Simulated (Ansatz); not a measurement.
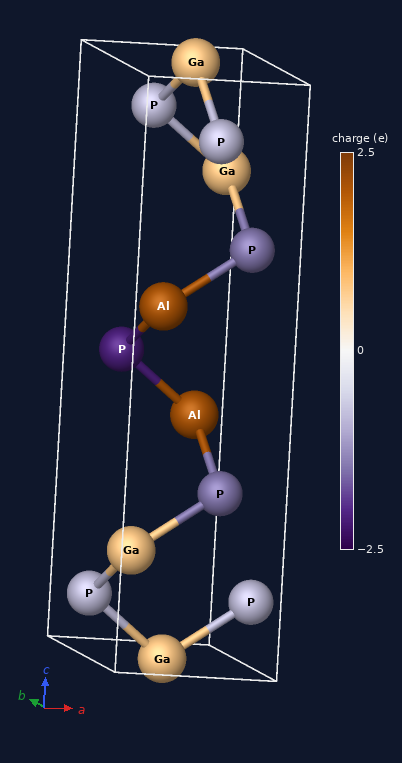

A ball-and-stick rendering, viewed slightly off an axis. The cell (the run's own, in a reduced setting) is outlined; an atom on or near a face, edge or corner is repeated at each equivalent position. The atoms of this Al2Ga3P5 cell are coloured by their Bader charge.

Setup: DFT PBEsol, scalar-relativistic, plane waves, PAW in Ansatz 0.2.0; a basis cut at 420 eV, k-points about 0.23 Å⁻¹ apart, Gaussian smearing of 0.02 eV, no spin polarisation.

**Interpret the colouring.**

Most positive: Al; most negative: P. Charges: about Al +2.1 e; Ga +0.8 e; P -2.1 to -0.8 e. The transfer is large, as in an ionic solid.

Origin of the cell: a structure type filled with these elements by a generator (whether the compound takes this form wasn't checked). Earlier steps of the study, as a rule a relaxation of our own, may have changed the cell and positions, so they can lie some per cent off the listed ones. An electronic-structure calculation with Ansatz was run on it.
